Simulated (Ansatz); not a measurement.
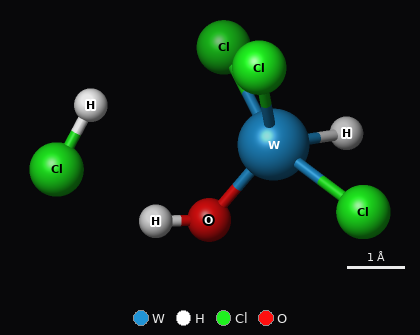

Figure 1. The structure as given in the input (ball-and-stick view, seen on its broad side). Sticks mark near contacts. Bond lengths as drawn: Cl–H 1.30 Å, Cl–W 2.31 to 2.34 Å, H–O 1.00 Å, H–W 1.69 Å and O–W 1.84 Å.

Run report: WH3Cl4O, molecular dynamics (part 1 of 3)

The run: molecular dynamics of WH3Cl4O, multiplicity 2. Method and program: UKS PBE/def2-SVP (Ansatz 0.2.0).

It belongs to a series of runs on one base structure; here: dynamics from the highest image of the converged band.

### What the program printed
```
Engine: ansatz 0.2.0, aarch64-unknown-linux-gnu
Functional definition: PBE
  parameter kappa = 0.804
  parameter beta = 0.06672455060314922
  exchange = pbe_x(kappa = kappa, mu = beta*pi^2/3)
  correlation = pbe_c(beta = beta)
1404 factors; their error is unknown
mean field evaluation 1: about -53972.5005 eV, gradient 3.9e1 eV
mean field evaluation 2: about -53863.0404 eV, gradient 1.5e2 eV
mean field evaluation 4: about -53977.3799 eV, gradient 1.2e1 eV
mean field evaluation 8: about -53978.0881 eV, gradient 2.3e-1 eV
mean field evaluation 16: about -53978.0067 eV, gradient 1.9e-3 eV
mean field evaluation 32: about -53977.6310 eV, gradient 1.5e0 eV
mean field -53978.00674985 eV, -1983.6551604498 hartree, gradient 2.3e-5 eV, S^2 0.754258; 4 other end points of the search recorded, 0 dependent functions left out
the calculation of the forces begins
reference -53978.00681570 eV, -1983.6551628698 hartree; 47, 46 occupied and 86, 87 virtual orbitals, 1404 factors
md step     0: t =     0.00 fs  T =   100.0 K  F+E_penalty+E_count = -53978.00674985 eV  E_kin = 0.090482 eV  conserved = -53977.91626785 eV  (85 SCF iters)
these checks for a lower state are left out or cut short: starts, cluster_reference, orbital_swaps, neighbouring_geometries, increment
1404 factors; their error is unknown
mean field -53978.00589280 eV, -1983.6551289538 hartree, gradient 2.6e-5 eV, S^2 0.754228; 0 other end points of the search recorded, 0 dependent functions left out
the calculation of the forces begins
reference -53978.00595864 eV, -1983.6551313736 hartree; 47, 46 occupied and 86, 87 virtual orbitals, 1404 factors
md step     1: t =     0.50 fs  T =    99.1 K  F+E_penalty+E_count = -53978.00589280 eV  E_kin = 0.089639 eV  conserved = -53977.91625373 eV  (38 SCF iters)
[... from here on the SCF iterations and repeated set-up lines of each step are left out, up to the last step ...]
md step     2: t =     1.00 fs  T =    96.5 K  F+E_penalty+E_count = -53978.00354139 eV  E_kin = 0.087324 eV  conserved = -53977.91621720 eV  (38 SCF iters)
md step     3: t =     1.50 fs  T =    92.9 K  F+E_penalty+E_count = -53978.00026566 eV  E_kin = 0.084096 eV  conserved = -53977.91617012 eV  (38 SCF iters)
md step     4: t =     2.00 fs  T =    89.2 K  F+E_penalty+E_count = -53977.99680530 eV  E_kin = 0.080679 eV  conserved = -53977.91612650 eV  (38 SCF iters)
md step     5: t =     2.50 fs  T =    85.9 K  F+E_penalty+E_count = -53977.99384678 eV  E_kin = 0.077748 eV  conserved = -53977.91609856 eV  (38 SCF iters)
md step     6: t =     3.00 fs  T =    83.7 K  F+E_penalty+E_count = -53977.99183161 eV  E_kin = 0.075739 eV  conserved = -53977.91609269 eV  (37 SCF iters)
md step     7: t =     3.50 fs  T =    82.6 K  F+E_penalty+E_count = -53977.99085692 eV  E_kin = 0.074749 eV  conserved = -53977.91610773 eV  (36 SCF iters)
md step     8: t =     4.00 fs  T =    82.4 K  F+E_penalty+E_count = -53977.99069064 eV  E_kin = 0.074554 eV  conserved = -53977.91613671 eV  (36 SCF iters)
md step     9: t =     4.50 fs  T =    82.6 K  F+E_penalty+E_count = -53977.99087959 eV  E_kin = 0.074710 eV  conserved = -53977.91616999 eV  (37 SCF iters)
md step    10: t =     5.00 fs  T =    82.6 K  F+E_penalty+E_count = -53977.99090203 eV  E_kin = 0.074704 eV  conserved = -53977.91619805 eV  (37 SCF iters)
md step    11: t =     5.50 fs  T =    81.9 K  F+E_penalty+E_count = -53977.99031661 eV  E_kin = 0.074103 eV  conserved = -53977.91621402 eV  (37 SCF iters)
md step    12: t =     6.00 fs  T =    80.3 K  F+E_penalty+E_count = -53977.98887170 eV  E_kin = 0.072657 eV  conserved = -53977.91621467 eV  (37 SCF iters)
md step    13: t =     6.50 fs  T =    77.8 K  F+E_penalty+E_count = -53977.98655853 eV  E_kin = 0.070358 eV  conserved = -53977.91620060 eV  (37 SCF iters)
md step    14: t =     7.00 fs  T =    74.5 K  F+E_penalty+E_count = -53977.98360269 eV  E_kin = 0.067427 eV  conserved = -53977.91617576 eV  (37 SCF iters)
md step    15: t =     7.50 fs  T =    71.0 K  F+E_penalty+E_count = -53977.98039683 eV  E_kin = 0.064249 eV  conserved = -53977.91614745 eV  (37 SCF iters)
md step    16: t =     8.00 fs  T =    67.7 K  F+E_penalty+E_count = -53977.97738499 eV  E_kin = 0.061261 eV  conserved = -53977.91612425 eV  (37 SCF iters)
md step    17: t =     8.50 fs  T =    65.0 K  F+E_penalty+E_count = -53977.97492827 eV  E_kin = 0.058815 eV  conserved = -53977.91611335 eV  (37 SCF iters)
md step    18: t =     9.00 fs  T =    63.1 K  F+E_penalty+E_count = -53977.97319594 eV  E_kin = 0.057078 eV  conserved = -53977.91611783 eV  (37 SCF iters)
md step    19: t =     9.50 fs  T =    61.9 K  F+E_penalty+E_count = -53977.97212468 eV  E_kin = 0.055991 eV  conserved = -53977.91613389 eV  (37 SCF iters)
md step    20: t =    10.00 fs  T =    61.1 K  F+E_penalty+E_count = -53977.97147069 eV  E_kin = 0.055317 eV  conserved = -53977.91615377 eV  (37 SCF iters)
md step    21: t =    10.50 fs  T =    60.5 K  F+E_penalty+E_count = -53977.97092834 eV  E_kin = 0.054759 eV  conserved = -53977.91616909 eV  (37 SCF iters)
md step    22: t =    11.00 fs  T =    59.8 K  F+E_penalty+E_count = -53977.97025993 eV  E_kin = 0.054085 eV  conserved = -53977.91617464 eV  (37 SCF iters)
md step    23: t =    11.50 fs  T =    58.8 K  F+E_penalty+E_count = -53977.96937539 eV  E_kin = 0.053205 eV  conserved = -53977.91617054 eV  (38 SCF iters)
md step    24: t =    12.00 fs  T =    57.7 K  F+E_penalty+E_count = -53977.96833224 eV  E_kin = 0.052171 eV  conserved = -53977.91616121 eV  (37 SCF iters)
md step    25: t =    12.50 fs  T =    56.5 K  F+E_penalty+E_count = -53977.96727329 eV  E_kin = 0.051122 eV  conserved = -53977.91615103 eV  (38 SCF iters)
md step    26: t =    13.00 fs  T =    55.5 K  F+E_penalty+E_count = -53977.96635483 eV  E_kin = 0.050212 eV  conserved = -53977.91614301 eV  (37 SCF iters)
md step    27: t =    13.50 fs  T =    54.8 K  F+E_penalty+E_count = -53977.96570298 eV  E_kin = 0.049566 eV  conserved = -53977.91613719 eV  (37 SCF iters)
md step    28: t =    14.00 fs  T =    54.5 K  F+E_penalty+E_count = -53977.96541100 eV  E_kin = 0.049279 eV  conserved = -53977.91613243 eV  (37 SCF iters)
md step    29: t =    14.50 fs  T =    54.6 K  F+E_penalty+E_count = -53977.96555374 eV  E_kin = 0.049425 eV  conserved = -53977.91612838 eV  (37 SCF iters)
md step    30: t =    15.00 fs  T =    55.3 K  F+E_penalty+E_count = -53977.96618994 eV  E_kin = 0.050063 eV  conserved = -53977.91612705 eV  (37 SCF iters)
md step    31: t =    15.50 fs  T =    56.6 K  F+E_penalty+E_count = -53977.96733544 eV  E_kin = 0.051205 eV  conserved = -53977.91613091 eV  (37 SCF iters)
md step    32: t =    16.00 fs  T =    58.3 K  F+E_penalty+E_count = -53977.96892178 eV  E_kin = 0.052779 eV  conserved = -53977.91614241 eV  (37 SCF iters)
md step    33: t =    16.50 fs  T =    60.3 K  F+E_penalty+E_count = -53977.97076211 eV  E_kin = 0.054600 eV  conserved = -53977.91616164 eV  (36 SCF iters)
md step    34: t =    17.00 fs  T =    62.3 K  F+E_penalty+E_count = -53977.97255344 eV  E_kin = 0.056368 eV  conserved = -53977.91618512 eV  (38 SCF iters)
md step    35: t =    17.50 fs  T =    63.8 K  F+E_penalty+E_count = -53977.97393028 eV  E_kin = 0.057724 eV  conserved = -53977.91620659 eV  (38 SCF iters)
md step    36: t =    18.00 fs  T =    64.5 K  F+E_penalty+E_count = -53977.97456214 eV  E_kin = 0.058344 eV  conserved = -53977.91621858 eV  (38 SCF iters)
md step    37: t =    18.50 fs  T =    64.2 K  F+E_penalty+E_count = -53977.97427008 eV  E_kin = 0.058055 eV  conserved = -53977.91621516 eV  (38 SCF iters)
md step    38: t =    19.00 fs  T =    62.9 K  F+E_penalty+E_count = -53977.97311973 eV  E_kin = 0.056926 eV  conserved = -53977.91619397 eV  (36 SCF iters)
md step    39: t =    19.50 fs  T =    61.1 K  F+E_penalty+E_count = -53977.97145092 eV  E_kin = 0.055292 eV  conserved = -53977.91615916 eV  (38 SCF iters)
md step    40: t =    20.00 fs  T =    59.3 K  F+E_penalty+E_count = -53977.96981175 eV  E_kin = 0.053691 eV  conserved = -53977.91612083 eV  (37 SCF iters)
md step    41: t =    20.50 fs  T =    58.3 K  F+E_penalty+E_count = -53977.96880223 eV  E_kin = 0.052710 eV  conserved = -53977.91609189 eV  (38 SCF iters)
md step    42: t =    21.00 fs  T =    58.3 K  F+E_penalty+E_count = -53977.96887138 eV  E_kin = 0.052787 eV  conserved = -53977.91608414 eV  (38 SCF iters)
md step    43: t =    21.50 fs  T =    59.7 K  F+E_penalty+E_count = -53977.97013851 eV  E_kin = 0.054036 eV  conserved = -53977.91610223 eV  (38 SCF iters)
md step    44: t =    22.00 fs  T =    62.1 K  F+E_penalty+E_count = -53977.97231861 eV  E_kin = 0.056177 eV  conserved = -53977.91614186 eV  (87 SCF iters)
md step    45: t =    22.50 fs  T =    64.8 K  F+E_penalty+E_count = -53977.97479031 eV  E_kin = 0.058600 eV  conserved = -53977.91619040 eV  (38 SCF iters)
md step    46: t =    23.00 fs  T =    66.9 K  F+E_penalty+E_count = -53977.97679122 eV  E_kin = 0.060559 eV  conserved = -53977.91623181 eV  (38 SCF iters)
md step    47: t =    23.50 fs  T =    67.9 K  F+E_penalty+E_count = -53977.97766736 eV  E_kin = 0.061415 eV  conserved = -53977.91625273 eV  (38 SCF iters)
md step    48: t =    24.00 fs  T =    67.2 K  F+E_penalty+E_count = -53977.97708235 eV  E_kin = 0.060835 eV  conserved = -53977.91624718 eV  (38 SCF iters)
md step    49: t =    24.50 fs  T =    65.1 K  F+E_penalty+E_count = -53977.97511387 eV  E_kin = 0.058896 eV  conserved = -53977.91621790 eV  (38 SCF iters)
md step    50: t =    25.00 fs  T =    61.9 K  F+E_penalty+E_count = -53977.97221394 eV  E_kin = 0.056040 eV  conserved = -53977.91617433 eV  (38 SCF iters)
md step    51: t =    25.50 fs  T =    58.5 K  F+E_penalty+E_count = -53977.96906093 eV  E_kin = 0.052931 eV  conserved = -53977.91612972 eV  (38 SCF iters)
md step    52: t =    26.00 fs  T =    55.5 K  F+E_penalty+E_count = -53977.96635684 eV  E_kin = 0.050261 eV  conserved = -53977.91609606 eV  (38 SCF iters)
md step    53: t =    26.50 fs  T =    53.7 K  F+E_penalty+E_count = -53977.96463511 eV  E_kin = 0.048554 eV  conserved = -53977.91608149 eV  (39 SCF iters)
md step    54: t =    27.00 fs  T =    53.1 K  F+E_penalty+E_count = -53977.96412644 eV  E_kin = 0.048037 eV  conserved = -53977.91608911 eV  (38 SCF iters)
md step    55: t =    27.50 fs  T =    53.7 K  F+E_penalty+E_count = -53977.96471079 eV  E_kin = 0.048595 eV  conserved = -53977.91611581 eV  (38 SCF iters)
md step    56: t =    28.00 fs  T =    55.1 K  F+E_penalty+E_count = -53977.96596649 eV  E_kin = 0.049813 eV  conserved = -53977.91615343 eV  (38 SCF iters)
md step    57: t =    28.50 fs  T =    56.5 K  F+E_penalty+E_count = -53977.96730245 eV  E_kin = 0.051112 eV  conserved = -53977.91619047 eV  (38 SCF iters)
md step    58: t =    29.00 fs  T =    57.4 K  F+E_penalty+E_count = -53977.96814182 eV  E_kin = 0.051927 eV  conserved = -53977.91621473 eV  (39 SCF iters)
md step    59: t =    29.50 fs  T =    57.3 K  F+E_penalty+E_count = -53977.96810841 eV  E_kin = 0.051890 eV  conserved = -53977.91621817 eV  (38 SCF iters)
md step    60: t =    30.00 fs  T =    56.3 K  F+E_penalty+E_count = -53977.96715329 eV  E_kin = 0.050954 eV  conserved = -53977.91619932 eV  (38 SCF iters)
md step    61: t =    30.50 fs  T =    54.6 K  F+E_penalty+E_count = -53977.96557466 eV  E_kin = 0.049410 eV  conserved = -53977.91616484 eV  (39 SCF iters)
md step    62: t =    31.00 fs  T =    52.8 K  F+E_penalty+E_count = -53977.96391252 eV  E_kin = 0.047785 eV  conserved = -53977.91612744 eV  (38 SCF iters)
md step    63: t =    31.50 fs  T =    51.6 K  F+E_penalty+E_count = -53977.96274998 eV  E_kin = 0.046649 eV  conserved = -53977.91610098 eV  (39 SCF iters)
md step    64: t =    32.00 fs  T =    51.3 K  F+E_penalty+E_count = -53977.96249714 eV  E_kin = 0.046402 eV  conserved = -53977.91609557 eV  (38 SCF iters)
md step    65: t =    32.50 fs  T =    52.1 K  F+E_penalty+E_count = -53977.96324113 eV  E_kin = 0.047129 eV  conserved = -53977.91611211 eV  (39 SCF iters)
md step    66: t =    33.00 fs  T =    53.7 K  F+E_penalty+E_count = -53977.96472671 eV  E_kin = 0.048583 eV  conserved = -53977.91614365 eV  (39 SCF iters)
md step    67: t =    33.50 fs  T =    55.6 K  F+E_penalty+E_count = -53977.96646404 eV  E_kin = 0.050286 eV  conserved = -53977.91617797 eV  (39 SCF iters)
md step    68: t =    34.00 fs  T =    57.2 K  F+E_penalty+E_count = -53977.96791626 eV  E_kin = 0.051713 eV  conserved = -53977.91620324 eV  (38 SCF iters)
md step    69: t =    34.50 fs  T =    58.0 K  F+E_penalty+E_count = -53977.96868625 eV  E_kin = 0.052475 eV  conserved = -53977.91621145 eV  (38 SCF iters)
md step    70: t =    35.00 fs  T =    58.0 K  F+E_penalty+E_count = -53977.96863914 eV  E_kin = 0.052437 eV  conserved = -53977.91620165 eV  (38 SCF iters)
md step    71: t =    35.50 fs  T =    57.2 K  F+E_penalty+E_count = -53977.96792303 eV  E_kin = 0.051745 eV  conserved = -53977.91617830 eV  (39 SCF iters)
md step    72: t =    36.00 fs  T =    56.1 K  F+E_penalty+E_count = -53977.96689953 eV  E_kin = 0.050750 eV  conserved = -53977.91614955 eV  (38 SCF iters)
md step    73: t =    36.50 fs  T =    55.1 K  F+E_penalty+E_count = -53977.96601737 eV  E_kin = 0.049893 eV  conserved = -53977.91612417 eV  (38 SCF iters)
md step    74: t =    37.00 fs  T =    54.8 K  F+E_penalty+E_count = -53977.96567646 eV  E_kin = 0.049568 eV  conserved = -53977.91610847 eV  (40 SCF iters)
md step    75: t =    37.50 fs  T =    55.3 K  F+E_penalty+E_count = -53977.96612524 eV  E_kin = 0.050020 eV  conserved = -53977.91610547 eV  (39 SCF iters)
md step    76: t =    38.00 fs  T =    56.7 K  F+E_penalty+E_count = -53977.96741367 eV  E_kin = 0.051299 eV  conserved = -53977.91611419 eV  (38 SCF iters)
md step    77: t =    38.50 fs  T =    58.9 K  F+E_penalty+E_count = -53977.96940730 eV  E_kin = 0.053277 eV  conserved = -53977.91613072 eV  (38 SCF iters)
md step    78: t =    39.00 fs  T =    61.6 K  F+E_penalty+E_count = -53977.97184634 eV  E_kin = 0.055696 eV  conserved = -53977.91615033 eV  (38 SCF iters)
md step    79: t =    39.50 fs  T =    64.4 K  F+E_penalty+E_count = -53977.97442065 eV  E_kin = 0.058252 eV  conserved = -53977.91616894 eV  (38 SCF iters)
md step    80: t =    40.00 fs  T =    67.0 K  F+E_penalty+E_count = -53977.97683332 eV  E_kin = 0.060649 eV  conserved = -53977.91618442 eV  (38 SCF iters)
md step    81: t =    40.50 fs  T =    69.2 K  F+E_penalty+E_count = -53977.97883586 eV  E_kin = 0.062640 eV  conserved = -53977.91619614 eV  (38 SCF iters)
md step    82: t =    41.00 fs  T =    70.8 K  F+E_penalty+E_count = -53977.98024098 eV  E_kin = 0.064037 eV  conserved = -53977.91620354 eV  (38 SCF iters)
md step    83: t =    41.50 fs  T =    71.5 K  F+E_penalty+E_count = -53977.98093322 eV  E_kin = 0.064728 eV  conserved = -53977.91620496 eV  (38 SCF iters)
md step    84: t =    42.00 fs  T =    71.5 K  F+E_penalty+E_count = -53977.98089476 eV  E_kin = 0.064697 eV  conserved = -53977.91619791 eV  (38 SCF iters)
md step    85: t =    42.50 fs  T =    70.8 K  F+E_penalty+E_count = -53977.98024196 eV  E_kin = 0.064061 eV  conserved = -53977.91618121 eV  (39 SCF iters)
md step    86: t =    43.00 fs  T =    69.7 K  F+E_penalty+E_count = -53977.97924176 eV  E_kin = 0.063085 eV  conserved = -53977.91615672 eV  (38 SCF iters)
md step    87: t =    43.50 fs  T =    68.7 K  F+E_penalty+E_count = -53977.97827706 eV  E_kin = 0.062146 eV  conserved = -53977.91613083 eV  (37 SCF iters)
md step    88: t =    44.00 fs  T =    68.1 K  F+E_penalty+E_count = -53977.97774975 eV  E_kin = 0.061638 eV  conserved = -53977.91611167 eV  (37 SCF iters)
md step    89: t =    44.50 fs  T =    68.4 K  F+E_penalty+E_count = -53977.97795461 eV  E_kin = 0.061848 eV  conserved = -53977.91610635 eV  (37 SCF iters)
md step    90: t =    45.00 fs  T =    69.5 K  F+E_penalty+E_count = -53977.97897477 eV  E_kin = 0.062858 eV  conserved = -53977.91611686 eV  (89 SCF iters)
md step    91: t =    45.50 fs  T =    71.3 K  F+E_penalty+E_count = -53977.98064797 eV  E_kin = 0.064508 eV  conserved = -53977.91614002 eV  (37 SCF iters)
md step    92: t =    46.00 fs  T =    73.4 K  F+E_penalty+E_count = -53977.98261339 eV  E_kin = 0.066444 eV  conserved = -53977.91616893 eV  (37 SCF iters)
md step    93: t =    46.50 fs  T =    75.4 K  F+E_penalty+E_count = -53977.98441720 eV  E_kin = 0.068222 eV  conserved = -53977.91619568 eV  (37 SCF iters)
md step    94: t =    47.00 fs  T =    76.7 K  F+E_penalty+E_count = -53977.98563604 eV  E_kin = 0.069422 eV  conserved = -53977.91621363 eV  (37 SCF iters)
md step    95: t =    47.50 fs  T =    77.1 K  F+E_penalty+E_count = -53977.98598260 eV  E_kin = 0.069764 eV  conserved = -53977.91621878 eV  (37 SCF iters)
md step    96: t =    48.00 fs  T =    76.4 K  F+E_penalty+E_count = -53977.98537269 eV  E_kin = 0.069163 eV  conserved = -53977.91621016 eV  (37 SCF iters)
md step    97: t =    48.50 fs  T =    74.9 K  F+E_penalty+E_count = -53977.98394569 eV  E_kin = 0.067757 eV  conserved = -53977.91618889 eV  (37 SCF iters)
md step    98: t =    49.00 fs  T =    72.8 K  F+E_penalty+E_count = -53977.98204039 eV  E_kin = 0.065881 eV  conserved = -53977.91615964 eV  (37 SCF iters)
md step    99: t =    49.50 fs  T =    70.7 K  F+E_penalty+E_count = -53977.98012110 eV  E_kin = 0.063991 eV  conserved = -53977.91612961 eV  (37 SCF iters)
md step   100: t =    50.00 fs  T =    69.1 K  F+E_penalty+E_count = -53977.97866237 eV  E_kin = 0.062555 eV  conserved = -53977.91610744 eV  (37 SCF iters)
md step   101: t =    50.50 fs  T =    68.4 K  F+E_penalty+E_count = -53977.97801170 eV  E_kin = 0.061911 eV  conserved = -53977.91610081 eV  (37 SCF iters)
md step   102: t =    51.00 fs  T =    68.7 K  F+E_penalty+E_count = -53977.97827013 eV  E_kin = 0.062157 eV  conserved = -53977.91611329 eV  (37 SCF iters)
md step   103: t =    51.50 fs  T =    69.7 K  F+E_penalty+E_count = -53977.97923913 eV  E_kin = 0.063097 eV  conserved = -53977.91614202 eV  (36 SCF iters)
md step   104: t =    52.00 fs  T =    71.1 K  F+E_penalty+E_count = -53977.98046752 eV  E_kin = 0.064290 eV  conserved = -53977.91617788 eV  (37 SCF iters)
md step   105: t =    52.50 fs  T =    72.0 K  F+E_penalty+E_count = -53977.98139526 eV  E_kin = 0.065187 eV  conserved = -53977.91620838 eV  (37 SCF iters)
md step   106: t =    53.00 fs  T =    72.2 K  F+E_penalty+E_count = -53977.98154843 eV  E_kin = 0.065326 eV  conserved = -53977.91622221 eV  (37 SCF iters)
md step   107: t =    53.50 fs  T =    71.3 K  F+E_penalty+E_count = -53977.98071495 eV  E_kin = 0.064501 eV  conserved = -53977.91621353 eV  (37 SCF iters)
md step   108: t =    54.00 fs  T =    69.5 K  F+E_penalty+E_count = -53977.97903429 eV  E_kin = 0.062850 eV  conserved = -53977.91618446 eV  (37 SCF iters)
md step   109: t =    54.50 fs  T =    67.2 K  F+E_penalty+E_count = -53977.97696336 eV  E_kin = 0.060819 eV  conserved = -53977.91614439 eV  (37 SCF iters)
md step   110: t =    55.00 fs  T =    65.2 K  F+E_penalty+E_count = -53977.97512655 eV  E_kin = 0.059019 eV  conserved = -53977.91610771 eV  (37 SCF iters)
md step   111: t =    55.50 fs  T =    64.1 K  F+E_penalty+E_count = -53977.97409560 eV  E_kin = 0.058008 eV  conserved = -53977.91608780 eV  (36 SCF iters)
md step   112: t =    56.00 fs  T =    64.2 K  F+E_penalty+E_count = -53977.97417969 eV  E_kin = 0.058087 eV  conserved = -53977.91609253 eV  (37 SCF iters)
md step   113: t =    56.50 fs  T =    65.4 K  F+E_penalty+E_count = -53977.97530207 eV  E_kin = 0.059181 eV  conserved = -53977.91612134 eV  (37 SCF iters)
```
